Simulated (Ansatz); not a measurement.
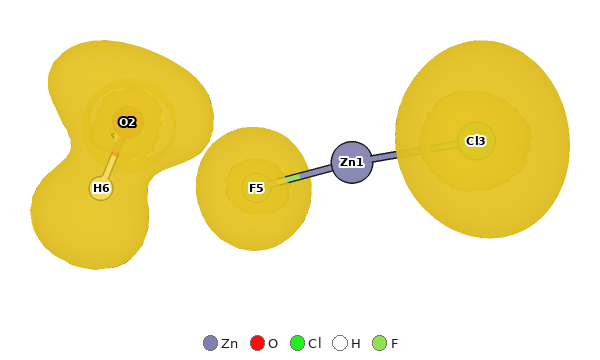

Figure 1: ClFZn···H₂O. Isosurface of the ELF at 0.75 (yellow), seen from one side. Only the valence region is drawn (cores and ρ < 0.01 e/Å³ removed).

Method: Ansatz 0.2.0, RKS BLYP/def2-SVP.

Input file:

```
crystal:
  periodic: [false, false, false]
  atoms:
    - { symbol: Zn, position_ang: [-0.6619, -0.8777, -0.238] }
    - { symbol: O, position_ang: [0.8886, 0.1977, 0.8836] }
    - { symbol: Cl, position_ang: [-0.5805, -2.0373, -1.9508] }
    - { symbol: H, position_ang: [0.2648, 1.0252, 0.145] }
    - { symbol: F, position_ang: [-0.6428, 1.2133, -0.6244] }
    - { symbol: H, position_ang: [0.7318, 0.4787, 1.7845] }
basis:
  gaussian: { orbitals: def2-SVP }
hamiltonian:
  xc: blyp
relax:
  f_tol: 0.15
  max_steps: 25
  restrain:
    - { distance: [0, 4], at: 1.79, k: 30.0 }
    - { distance: [3, 1], at: 0.97, k: 30.0 }
    - { distance: [0, 1], at: 3.18, k: 30.0 }
    - { distance: [3, 4], at: 2.18, k: 30.0 }
output:
  orbitals: {}
```

Command:

```sh
ansatz run input.yaml --threads 2 --pin off --max-ram 3072MiB --backend cpu --events-out ev --progress --plain --runs-dir out
```

The fields are those of the run's last geometry, not of the input's.

Q: Describe the localisation domains.

A: At this value the surface marks out one region wrapped around Cl (its valence shell), one region wrapped around F (its valence shell) and one joined region spread over several atoms (H, O), in which their bonds and any lone pairs are merged. Profiles from the grid: Zn1···H4 (2.91 Å): the ELF dips to about 0 between them. Zn–F (1.78 Å): the ELF peaks at about 0.80 in the valence shell of F, 0.5 Å from its nucleus, and is about 0.15 at the midpoint.
